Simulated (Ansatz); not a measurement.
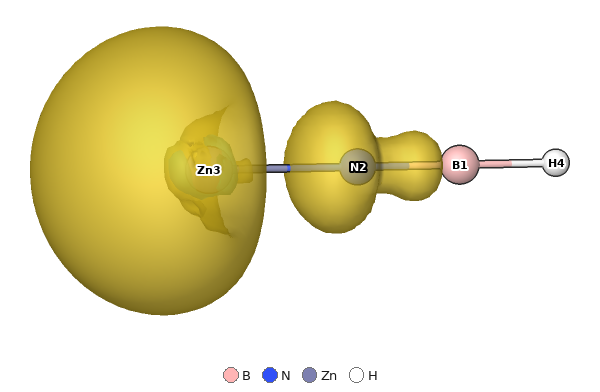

The picture shows: BHNZn (SMILES B=[N][Zn]) (doublet). Isosurfaces of the spin density (α minus β) at +0.015 (yellow) and −0.015 e/Å³ (cyan), seen from one side.

Geometry: r2SCAN-D4/def2-SVP.

Level of theory: isolated molecule in a Gaussian basis; Kohn-Sham density functional theory, functional PBE0 in Ansatz 0.2.0.

```xyz
4

B     0.0000    0.0000   -0.7917
N     0.0000    0.0000    0.4681
Zn    0.0000    0.0000    2.2990
H     0.0000    0.0000   -1.9754
```

### Where is the unpaired spin?

The unpaired spin (1 electron) lies mostly on Zn3 (about 0.9) and N2 (about 0.1), in electrons by Hirshfeld's partition.
